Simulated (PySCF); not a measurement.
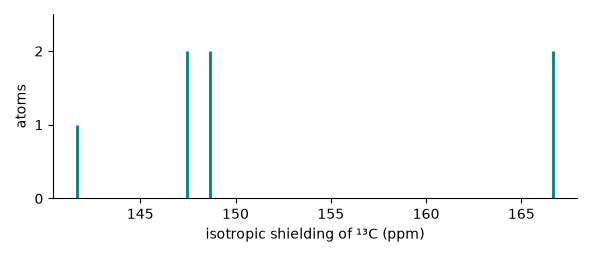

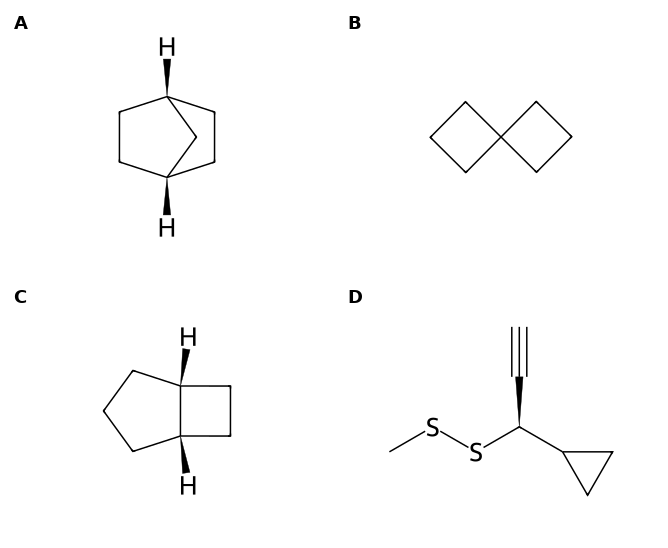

The sticks are computed shieldings of one of the molecules, for one fixed geometry (PBE0-D3(BJ)/def2-SVP) without averaging over rotations. Low shielding means a high chemical shift. Method: GIAO PBE0/pcSseg-1 NMR shielding, non-relativistic, gas phase (PySCF 2.14.0).

**Which molecule gives this pattern?**

B, `C1CC2(C1)CCC2`. Its 7 C atoms give lines at 141.7, 147.5 (2 atoms), 148.6 (2 atoms), 166.7 (2 atoms) ppm.
